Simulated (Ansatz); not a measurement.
# BH3+ (doublet): B3LYP, r2SCAN0 over a scan of the distance B1–H3, aug-cc-pVDZ

Aim: run BH3+ (doublet) with these functionals over a scan of the distance B1–H3, and hold them against the top wave-function level at the same points.

Method: aug-cc-pVDZ, all electrons in the functionals; program: Ansatz 0.2.0, Gaussian basis.

To be run: B3LYP, r2SCAN0, at 0.942 Å; 1.050 Å; 1.174 Å; 1.290 Å; 1.452 Å; 1.646 Å; 1.884 Å; 2.183 Å; 2.599 Å; 3.127 Å; 4.051 Å.

20 further runs of the same task are left out: 1 for a mislabelled method, 1 for a known fault of the program, 15 that didn't finish, 3 set aside as unsound or not needed.

**1. The geometry**

The geometry derives from a PBE0/def2-TZVP stationary point (not a proven minimum). One bond is set to the value named and the two fragments are kept rigid.

4 atoms, charge 1, spin multiplicity 2.

Atoms are counted from 1 here; the program's logs count them from 0.

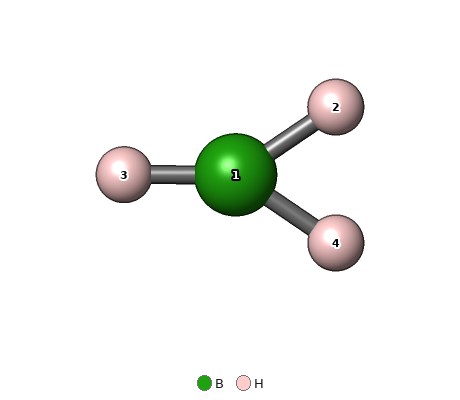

The geometry (boron green, hydrogen pink); atoms are numbered from 1 in the order of the file.

No dispersion term is added. B3LYP takes the VWN-RPA correlation.

The geometry shown and the zero of energy belong to the point 1.174 Å. The yardstick, FCI, and other wave-function levels (R restricted, U unrestricted, valence and pair active spaces) come from earlier runs.

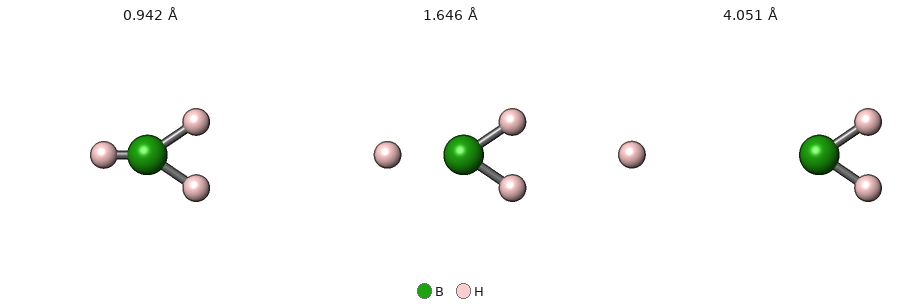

Three points of the scan; sticks are drawn by distance.

**2. B3LYP, 0.942 Å**

The input, in.yaml:

```yaml
crystal:
  periodic: [false, false, false]
  atoms:
    - {symbol: B, position_ang: [0.000000, 0.000000, 0.085058]}
    - {symbol: H, position_ang: [0.000000, 0.717784, -0.969688]}
    - {symbol: H, position_ang: [0.000000, 0.000000, 1.027058]}
    - {symbol: H, position_ang: [0.000000, -0.717784, -0.969688]}
basis:
  gaussian: {orbitals: aug-cc-pVDZ}
total_charge: 1
magnetization: {spin_polarized: true, initial_magnetization: 1}
hamiltonian: {xc: {name: B3LYP}}
```

Command:

```sh
> ansatz run in.yaml --threads 1 --pin off --events-out ev --progress --plain --max-ram 2393MiB
```

The runs that follow: B3LYP, 1.050 Å; B3LYP, 1.174 Å; B3LYP, 1.290 Å; B3LYP, 1.452 Å; B3LYP, 1.646 Å; B3LYP, 1.884 Å; B3LYP, 2.183 Å; B3LYP, 2.599 Å; B3LYP, 3.127 Å; B3LYP, 4.051 Å; r2SCAN0, 0.942 Å; r2SCAN0, 1.050 Å; r2SCAN0, 1.174 Å; r2SCAN0, 1.290 Å; r2SCAN0, 1.452 Å; r2SCAN0, 1.646 Å; r2SCAN0, 1.884 Å; r2SCAN0, 2.183 Å; r2SCAN0, 2.599 Å; r2SCAN0, 3.127 Å; r2SCAN0, 4.051 Å.

Before running them: what should the planned runs give, taken together? Wanted: span of the FCI curve; largest miss, B3LYP; largest miss, r2SCAN0.

As calculated:

```
             quantity                value
span of the FCI curve             4.784 eV
  largest miss, B3LYP  +0.172 eV (2.183 Å)
largest miss, r2SCAN0  +0.195 eV (1.884 Å)
```

In words: Of the functionals, B3LYP keep the smallest largest miss at the points compared (at most 0.172 eV) and r2SCAN0 strays most (0.195 eV, at 1.884 Å). B3LYP, r2SCAN0 clearly break the spin symmetry at some points (⟨S²⟩ up to 0.90 above the pure value), so energy there is bought with a mixed spin. Functionals and the yardstick converge differently with the basis, so part of each miss in aug-cc-pVDZ is the basis.
